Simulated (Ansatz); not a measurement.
## A computed series for BaHfO3: response to strain

The reference is BaHfO₃ in the cubic perovskite structure (space group Pm-3m, No. 221).

```
BaHfO3
1.0
    4.20624     0.00000     0.00000
    0.00000     4.20624     0.00000
    0.00000     0.00000     4.20624
Ba Hf O
1 1 3
Cartesian
  0.00000   0.00000   0.00000
  2.10312   2.10312   2.10312
  2.10312   0.00000   2.10312
  0.00000   2.10312   2.10312
  2.10312   2.10312   0.00000
```

Strains are applied to the cell and any free atomic positions relax.

Level of theory: DFT with PBE, PAW potentials and a 420 eV plane-wave cutoff in Ansatz (a first-principles code), no spin-orbit coupling.

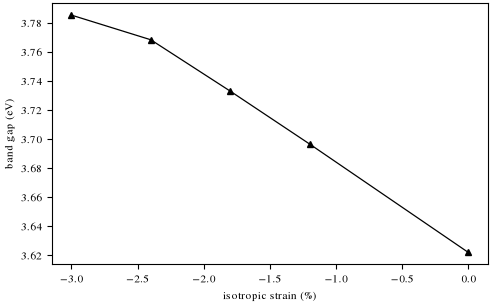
Figure: Band gap against isotropic strain

```json
[
 {"isotropic strain (%)": "-3", "band gap": "3.79 eV"},
 {"isotropic strain (%)": "-2.4", "band gap": "3.77 eV"},
 {"isotropic strain (%)": "-1.8", "band gap": "3.73 eV"},
 {"isotropic strain (%)": "-1.2", "band gap": "3.70 eV"}
]
```

With Hf present, leaving out spin-orbit coupling can change the band edges. Whether these cells are dynamically stable was not tested.
